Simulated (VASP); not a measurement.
Consider the following.

```
CsCl
1.0
    4.12000     0.00000     0.00000
    0.00000     4.12000     0.00000
    0.00000     0.00000     4.12000
Cs Cl
1 1
Direct
  0.00000   0.00000   0.00000
  0.50000   0.50000   0.50000
```

These are SCAN meta-GGA, VASP's PBE PAW potentials (set 64) (plane waves; VASP) values and carry that method's errors. Numerical set-up: 520 eV cut-off, 7×7×7 Γ-centred mesh, tetrahedra with Blöchl corrections, potentials Cs_sv Cl.

Unless said otherwise, spin-orbit coupling is left out, though it shifts the bands of the heavy elements here.

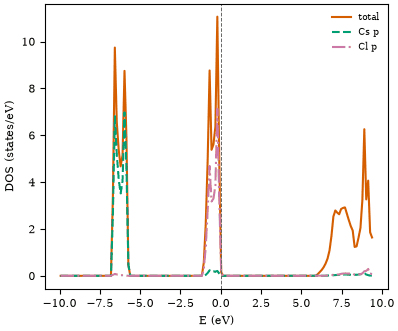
Total and projected density of states, zero at the valence-band maximum

Within 2 eV below the valence-band maximum the largest weight inside VASP's projection spheres is Cl p.

The gap is direct, 5.90 eV, from the valence maximum at Γ to the conduction minimum at Γ.

The compound is CsCl in the CsCl type structure. The cell was not relaxed at this level.
